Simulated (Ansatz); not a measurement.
# Geometry relaxation, with input and output: CH8FNOSi2 (part 1 of 2)

The run: geometry relaxation of CH8FNOSi2. Method and program: RKS r2SCAN-D4/STO-3G (Ansatz 0.2.0).

It belongs to a series of runs on one base structure; here: start relaxed. Figures and captions count atoms from 1; the log counts them from 0 in places.

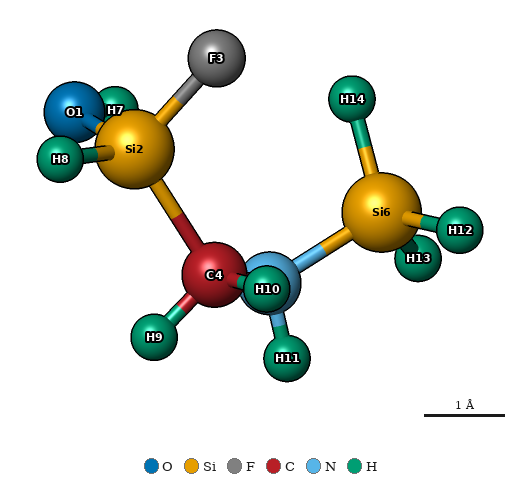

Fig. 1: The input geometry (ball-and-stick view, seen at a tilt; atoms are numbered from 1 in the order of the input).

The input
```yaml
crystal:
  periodic: [false, false, false]
  atoms:
    - { symbol: O, position_ang: [-0.5788, 2.4173, -0.058] }
    - { symbol: Si, position_ang: [-1.3877, 1.1002, 0.5163] }
    - { symbol: F, position_ang: [-0.8691, 0.8706, 1.9936] }
    - { symbol: C, position_ang: [-0.8733, -0.4294, -0.5041] }
    - { symbol: "N", position_ang: [0.4843, -0.5685, -0.8869] }
    - { symbol: Si, position_ang: [1.754, -0.9614, 0.1981] }
    - { symbol: H, position_ang: [0.3524, 2.3403, -0.2013] }
    - { symbol: H, position_ang: [-2.8118, 1.3331, 0.5549] }
    - { symbol: H, position_ang: [-1.5172, -0.3503, -1.3897] }
    - { symbol: H, position_ang: [-1.2921, -1.3415, 0.0395] }
    - { symbol: H, position_ang: [0.534, -1.2222, -1.6211] }
    - { symbol: H, position_ang: [1.3593, -2.2024, 0.9175] }
    - { symbol: H, position_ang: [2.8956, -1.1937, -0.6574] }
    - { symbol: H, position_ang: [1.9373, 0.1787, 1.1275] }
basis:
  gaussian: { orbitals: STO-3G }
hamiltonian:
  xc: r2scan
  dispersion: d4
relax:
  f_tol: 0.02
  max_steps: 40
scf:
  lower_state_search: "off"
```

Run as:
```bash
ansatz run input.yaml --threads 1 --pin off --max-ram 2048MiB --backend cpu --events-out ev --progress --plain --runs-dir out
```

The program's output
```
The last accepted step is kept in [file] (removed where the run ends without a failure and the disk answers)
Engine: ansatz 0.2.0, aarch64-unknown-linux-gnu
Functional definition: r2SCAN
  parameter k0 = 0.174
  parameter k1 = 0.065
  parameter a1 = 4.9479
  exchange = r2scan_x(k0 = k0, k1 = k1, a1 = a1)
  correlation = r2scan_c
these checks for a lower state are left out or cut short: stability, starts, cluster_reference, orbital_swaps, neighbouring_geometries, increment
654 factors; integrals over basis functions are off by at most 1.1e-5 eV
mean field evaluation 1: about -22886.1632 eV, gradient 3.3e1 eV
mean field evaluation 2: about -22885.6529 eV, gradient 3.7e1 eV
mean field evaluation 4: about -22889.6448 eV, gradient 1.3e0 eV
mean field evaluation 8: about -22889.5603 eV, gradient 3.0e-2 eV
mean field evaluation 16: about -22889.5603 eV, gradient 1.9e-6 eV
mean field -22889.56031561 eV, -841.1758264973 hartree, gradient 1.9e-6 eV, S^2 0.000000; 0 other end points of the search recorded, 0 dependent functions left out
the calculation of the forces begins
reference -22889.56032293 eV, -841.1758267665 hartree; 33, 33 occupied and 13, 13 virtual orbitals, 654 factors
relax step   1: F+E_penalty+E_count = -22889.64872428 eV  Δ(F+E_penalty+E_count) = +0.000e0 eV  max|allowed force component| = 4.316e0 eV/Å  Δτ_max = 0.0000 Å  (13 SCF iters, accepted)
these checks for a lower state are left out or cut short: stability, starts, cluster_reference, orbital_swaps, neighbouring_geometries, increment
654 factors; integrals over basis functions are off by at most 1.3e-5 eV
mean field -22890.26867084 eV, -841.2018580719 hartree, gradient 1.7e-6 eV, S^2 0.000000; 0 other end points of the search recorded, 0 dependent functions left out
[... from here on the field's lines of each further geometry are left out, up to the last ...]
relax step   2: F+E_penalty+E_count = -22890.35668622 eV  Δ(F+E_penalty+E_count) = -7.080e-1 eV  max|allowed force component| = 1.370e0 eV/Å  Δτ_max = 0.1366 Å  (17 SCF iters, accepted)
relax step   3: F+E_penalty+E_count = -22890.49426051 eV  Δ(F+E_penalty+E_count) = -1.376e-1 eV  max|allowed force component| = 6.231e-1 eV/Å  Δτ_max = 0.1291 Å  (18 SCF iters, accepted)
relax step   4: F+E_penalty+E_count = -22890.54973327 eV  Δ(F+E_penalty+E_count) = -5.547e-2 eV  max|allowed force component| = 7.990e-1 eV/Å  Δτ_max = 0.1544 Å  (17 SCF iters, accepted)
relax step   5: F+E_penalty+E_count = -22890.58106582 eV  Δ(F+E_penalty+E_count) = -3.133e-2 eV  max|allowed force component| = 5.891e-1 eV/Å  Δτ_max = 0.1697 Å  (17 SCF iters, accepted)
relax step   6: F+E_penalty+E_count = -22890.62116134 eV  Δ(F+E_penalty+E_count) = -4.010e-2 eV  max|allowed force component| = 6.229e-1 eV/Å  Δτ_max = 0.1971 Å  (17 SCF iters, accepted)
relax step   7: F+E_penalty+E_count = -22890.67145491 eV  Δ(F+E_penalty+E_count) = -5.029e-2 eV  max|allowed force component| = 5.357e-1 eV/Å  Δτ_max = 0.1951 Å  (17 SCF iters, accepted)
relax step   8: F+E_penalty+E_count = -22890.69459071 eV  Δ(F+E_penalty+E_count) = -2.314e-2 eV  max|allowed force component| = 8.315e-1 eV/Å  Δτ_max = 0.1970 Å  (17 SCF iters, accepted)
relax step   9: F+E_penalty+E_count = -22890.72106955 eV  Δ(F+E_penalty+E_count) = -2.648e-2 eV  max|allowed force component| = 6.136e-1 eV/Å  Δτ_max = 0.0978 Å  (17 SCF iters, accepted)
relax step  10: F+E_penalty+E_count = -22890.73952891 eV  Δ(F+E_penalty+E_count) = -1.846e-2 eV  max|allowed force component| = 1.666e-1 eV/Å  Δτ_max = 0.0996 Å  (17 SCF iters, accepted)
relax step  11: F+E_penalty+E_count = -22890.74989436 eV  Δ(F+E_penalty+E_count) = -1.037e-2 eV  max|allowed force component| = 2.184e-1 eV/Å  Δτ_max = 0.1992 Å  (17 SCF iters, accepted)
relax step  12: F+E_penalty+E_count = -22890.75521502 eV  Δ(F+E_penalty+E_count) = -5.321e-3 eV  max|allowed force component| = 1.353e-1 eV/Å  Δτ_max = 0.0664 Å  (17 SCF iters, accepted)
relax step  13: F+E_penalty+E_count = -22890.75805368 eV  Δ(F+E_penalty+E_count) = -2.839e-3 eV  max|allowed force component| = 5.340e-2 eV/Å  Δτ_max = 0.0615 Å  (18 SCF iters, accepted)
relax step  14: F+E_penalty+E_count = -22890.75911608 eV  Δ(F+E_penalty+E_count) = -1.062e-3 eV  max|allowed force component| = 2.217e-2 eV/Å  Δτ_max = 0.0535 Å  (18 SCF iters, accepted)
the calculation of the forces begins
reference -22890.67111846 eV, -841.2166477494 hartree; 33, 33 occupied and 13, 13 virtual orbitals, 657 factors
relax step  15: F+E_penalty+E_count = -22890.75943743 eV  Δ(F+E_penalty+E_count) = -3.214e-4 eV  max|allowed force component| = 3.245e-2 eV/Å  Δτ_max = 0.0507 Å  (18 SCF iters, accepted)
these checks for a lower state are left out or cut short: stability, starts, cluster_reference, orbital_swaps, neighbouring_geometries, increment
657 factors; integrals over basis functions are off by at most 2.1e-5 eV
mean field -22890.67125786 eV, -841.2166528721 hartree, gradient 5.7e-6 eV, S^2 0.000000; 0 other end points of the search recorded, 0 dependent functions left out
the calculation of the forces begins
reference -22890.67126489 eV, -841.2166531306 hartree; 33, 33 occupied and 13, 13 virtual orbitals, 657 factors
relax step  16: F+E_penalty+E_count = -22890.75955341 eV  Δ(F+E_penalty+E_count) = -1.160e-4 eV  max|allowed force component| = 1.184e-2 eV/Å  Δτ_max = 0.0128 Å  (12 SCF iters, accepted)
```

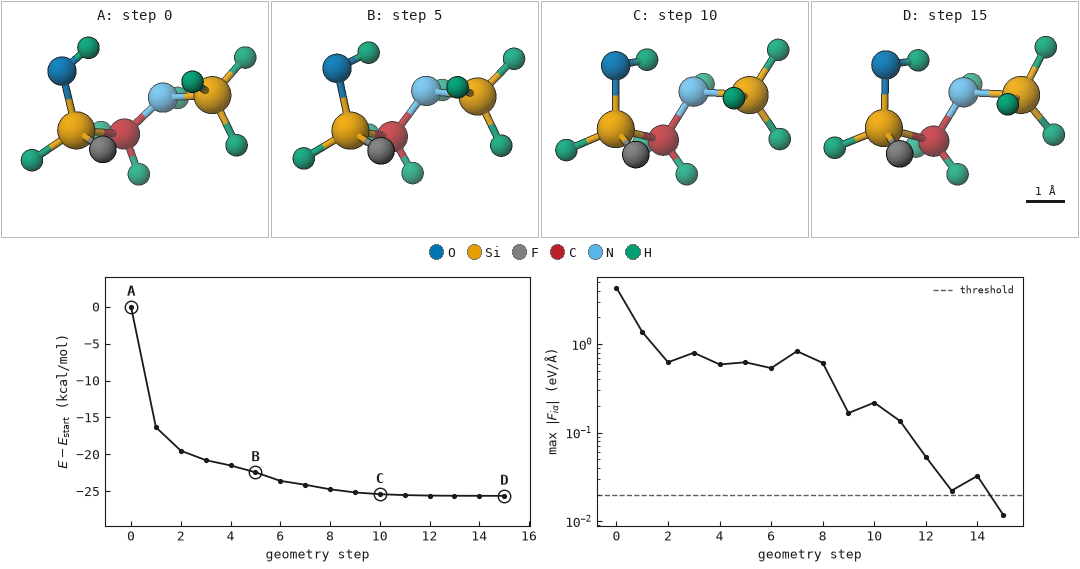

Fig. 2: Frames of the relaxation (ball-and-stick view, seen at a tilt) above the curves, on which the letters mark them (the first geometry is step 0 here and step 1 in the log).

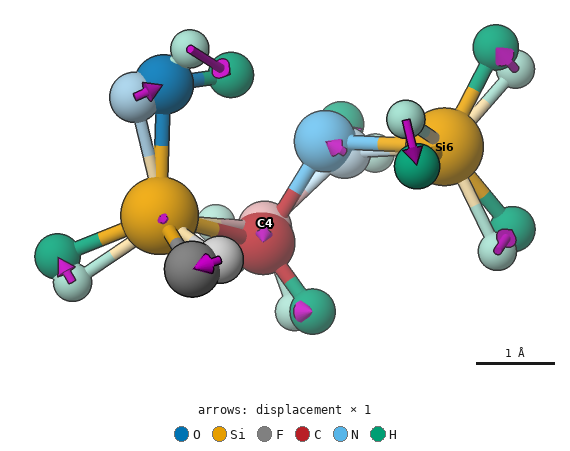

Fig. 3: Start (faint) and end (solid) with the displacements as pink arrows, at true length (ball-and-stick view, seen at a tilt). The two geometries are laid on each other by the best rigid fit. The atom that moves furthest after the best rigid fit is H7 (0.98 Å). By element the largest moves are H 0.98 Å, O 0.42 Å, F 0.42 Å, N 0.33 Å, C 0.24 Å, Si 0.11 Å. Among the contacts that change: C4–N5 1.417 → 1.530 Å, O1–H7 0.945 → 1.049 Å, N5–Si6 1.716 → 1.793 Å, N5–H11 0.984 → 1.051 Å. Among the angles that change: Si2–O1–H7 118.1° → 96.5°, Si2–C4–N5 118.8° → 102.9°, C4–N5–Si6 124.1° → 113.5°. Over 15 geometry steps the energy falls by 25.6 kcal/mol. The largest force component goes from 4.3 to 0.012 eV/Å. (Atoms are counted from 1 in the order of the input.)

```
Total energy: -22890.75956045 eV, -841.2198979324 hartree
Atom 0 at    -0.218606     2.223422    -0.153164 Å, force    -0.006514    -0.003621     0.003800 eV/Å
Atom 1 at    -1.371454     1.210412     0.554728 Å, force    -0.000321     0.008100    -0.001760 eV/Å
Atom 2 at    -1.154533     1.096138     2.178298 Å, force    -0.000024    -0.004533    -0.000102 eV/Å
Atom 3 at    -0.975549    -0.460770    -0.296166 Å, force    -0.006529    -0.002052     0.001370 eV/Å
Atom 4 at     0.433124    -0.237602    -0.851186 Å, force     0.007060    -0.002608     0.009195 eV/Å
Atom 5 at     1.724523    -0.953810     0.166638 Å, force     0.001150    -0.011835     0.001492 eV/Å
Atom 6 at     0.335035     1.465599    -0.621560 Å, force    -0.005837     0.000654    -0.003982 eV/Å
Atom 7 at    -2.744595     1.647441     0.337682 Å, force     0.003446     0.001882    -0.001313 eV/Å
Atom 8 at    -1.656701    -0.629624    -1.144817 Å, force     0.005156     0.001009     0.004932 eV/Å
Atom 9 at    -1.043221    -1.350337     0.356798 Å, force     0.003203     0.006173    -0.004167 eV/Å
Atom 10 at     0.468958    -0.662139    -1.811732 Å, force     0.003605    -0.001638    -0.001515 eV/Å
Atom 11 at     1.546972    -2.383096     0.351262 Å, force     0.001021     0.011609    -0.000562 eV/Å
Atom 12 at     2.987614    -0.699927    -0.488875 Å, force    -0.006648     0.000037     0.003168 eV/Å
Atom 13 at     1.655333    -0.294907     1.450993 Å, force     0.001233    -0.003176    -0.010556 eV/Å
Dipole moment:     0.102039    -0.648413    -0.256984 e Å
Checks for a lower state left out: stability, starts, cluster_reference, orbital_swaps, neighbouring_geometries, increment
```

Trajectory as extended XYZ (Å, eV, eV/Å), 16 frames, from step=1 to step=16
```
14
Properties=species:S:1:pos:R:3:forces:R:3 step=1 energy=-22889.64872
O    -0.5788    2.4173   -0.0580   -4.3156   2.4238   0.0161
Si   -1.3877    1.1002    0.5163    1.1292  -0.6676  -1.3390
F    -0.8691    0.8706    1.9936    0.5290  -0.4092   2.3170
C    -0.8733   -0.4294   -0.5041   -3.7075  -0.7775   1.5949
N     0.4843   -0.5685   -0.8869    1.5734   2.2892   0.3406
Si    1.7540   -0.9614    0.1981    0.1875  -0.1206   1.6725
H     0.3524    2.3403   -0.2013    3.6273  -1.2415  -0.4023
H    -2.8118    1.3331    0.5549   -0.1835   0.1993  -0.3555
H    -1.5172   -0.3503   -1.3897    0.0810  -0.1232  -0.5265
H    -1.2921   -1.3415    0.0395    0.2787   0.5533  -0.3161
H     0.5340   -1.2222   -1.6211    0.0250  -1.9380  -2.7779
H     1.3593   -2.2024    0.9175    0.5869   0.6250  -0.0381
H     2.8956   -1.1937   -0.6574    0.1497  -0.0357   0.2062
H     1.9373    0.1787    1.1275    0.0390  -0.7773  -0.3920
14
Properties=species:S:1:pos:R:3:forces:R:3 step=2 energy=-22890.35669
O    -0.6273    2.4899   -0.0393   -0.6930   1.3700  -0.2779
Si   -1.3058    1.0868    0.5490   -0.2283  -0.6861  -1.0349
F    -0.7773    0.8626    2.0514    0.3532  -0.3018   1.0686
C    -0.9496   -0.4638   -0.5288   -1.2800  -0.1012   0.7967
N     0.4539   -0.5603   -0.9289    0.8410   0.3432  -0.7075
Si    1.7061   -0.9637    0.2159    0.5393  -0.5697   0.7519
H     0.3437    2.3980   -0.2649    0.5149  -0.6915   0.0068
H    -2.7396    1.3112    0.5500   -0.0104   0.1317   0.0336
H    -1.5715   -0.3801   -1.4393    0.0880   0.1165   0.0189
H    -1.3480   -1.3717    0.0002    0.1660   0.1985  -0.1014
H     0.5300   -1.1877   -1.7532   -0.0522  -0.1818  -0.2690
H     1.4468   -2.1682    1.0129   -0.0167   0.2236  -0.1757
H     2.9089   -1.1962   -0.5584   -0.0907   0.0722   0.0335
H     1.9166    0.1140    1.1622   -0.1312   0.0764  -0.1437
14
Properties=species:S:1:pos:R:3:forces:R:3 step=3 energy=-22890.49426
O    -0.6488    2.5050   -0.0454    0.6231   0.5829  -0.4252
Si   -1.3028    1.0787    0.5638   -0.1286  -0.4086  -0.2576
F    -0.7249    0.8208    2.0679    0.0652  -0.0920   0.2671
C    -0.9557   -0.4605   -0.5226   -0.1049   0.0973   0.0482
N     0.4803   -0.5348   -0.9523    0.0104   0.1882  -0.4046
Si    1.7014   -0.9792    0.2386    0.2590  -0.1137   0.1030
H     0.3124    2.3107   -0.3547   -0.5489  -0.2279   0.2419
H    -2.7330    1.3413    0.6012    0.0356  -0.0621   0.0964
H    -1.5721   -0.3421   -1.4331    0.0527  -0.0583   0.0427
H    -1.3317   -1.3775   -0.0144    0.0475  -0.0006  -0.0307
H     0.5520   -1.1595   -1.7970   -0.1605   0.0515   0.2652
H     1.4206   -2.1672    1.0297   -0.0663  -0.0164  -0.0358
H     2.9233   -1.1898   -0.5074   -0.0269  -0.0158   0.0445
H     1.8658    0.1250    1.1546   -0.0574   0.0754   0.0449
14
Properties=species:S:1:pos:R:3:forces:R:3 step=4 energy=-22890.54973
O    -0.5880    2.4821   -0.0595    0.7990  -0.1999  -0.2852
Si   -1.2899    1.0651    0.5730   -0.0521  -0.0795   0.0863
F    -0.6865    0.7653    2.0751   -0.0960   0.0387  -0.1624
C    -0.9614   -0.4539   -0.5320    0.0776   0.0985   0.0084
N     0.4817   -0.4699   -0.9859   -0.1877   0.0667  -0.2889
Si    1.6774   -0.9337    0.2443    0.1611  -0.0469   0.0222
H     0.3415    2.1650   -0.3967   -0.7492   0.1448   0.2396
H    -2.7156    1.3445    0.6517    0.0518  -0.0314   0.0735
H    -1.5859   -0.3548   -1.4379   -0.0068  -0.0072   0.0618
H    -1.2879   -1.3892   -0.0288    0.0002  -0.0273   0.0049
H     0.5266   -1.1481   -1.7937    0.0627   0.0631   0.2022
H     1.3569   -2.1209    1.0166   -0.0700  -0.0526  -0.0074
H     2.9192   -1.1551   -0.4625    0.0085   0.0167   0.0424
H     1.7988    0.1745    1.1651    0.0010   0.0163   0.0027
```
